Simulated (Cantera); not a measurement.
Input: 1 mol BF3, 0.29 mol H2O, 1 mol N2, at 1.00 bar.

These are equilibrium values from Cantera (NASA tables, ideal gas, pure condensed phases), not measurements of a reactor. Candidate condensed phases: B, BN, B2O3, B3O3H3, H2O; 62 gas species. The tables' values for BF2 are old estimates; treat these amounts as uncertain. Gases not in the tables: H3BO3. Equilibrium is a limit: real reactors are often held back by kinetics, nucleation or transport.

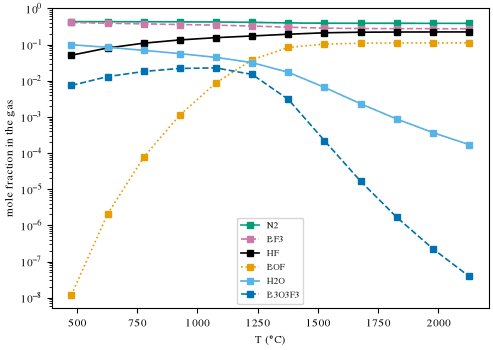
Fig. 1. Equilibrium gas composition (values under 1e-9 drawn at 1e-9)

From 477 °C to 2127 °C nothing is condensed.
